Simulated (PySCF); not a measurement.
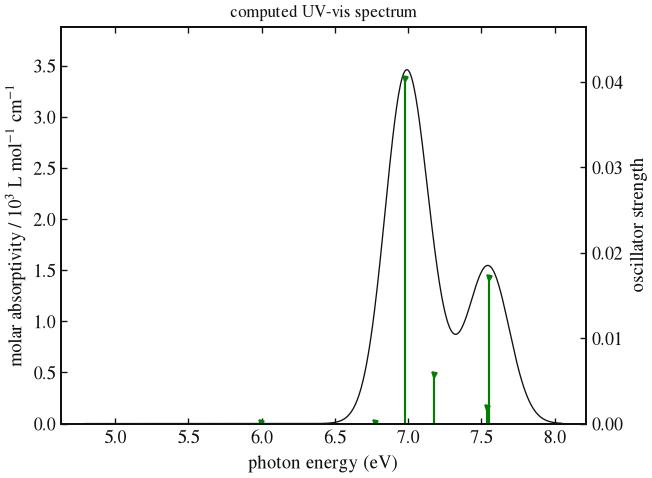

Vertical TDDFT excitations, PBE0/def2-SVPD with PySCF 2.14.0, at a GFN2-xTB geometry (no frequency check), gas phase. The lowest 6 singlet states are shown; each is broadened by a Gaussian of 1/e half-width 0.20 eV. Sticks give oscillator strengths (right axis).

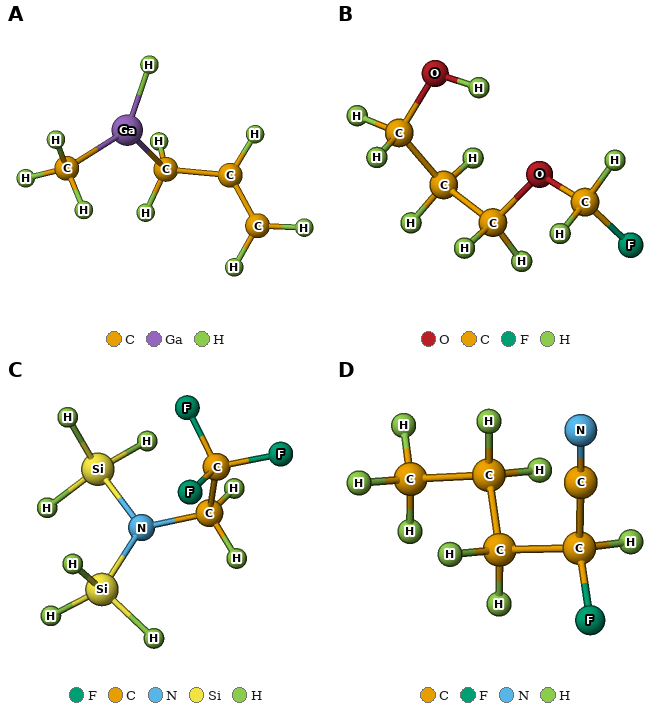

### Which molecule gives this spectrum? Choose among the lettered structures.

Structure C, C₂H₈F₃NSi₂, SMILES FC(F)(F)CN([SiH3])[SiH3]. Its lowest singlet lies at 5.99 eV (f = 0.000) and the brightest of those computed is S3 at 6.98 eV (178 nm), f = 0.040, mainly HOMO → LUMO+1 (98 %).

Caveats: states above the negative HOMO energy depend on the basis; the tight-binding geometry is rougher than a DFT one and adds to the error; one conformer of a flexible molecule; core orbitals are frozen in the response.
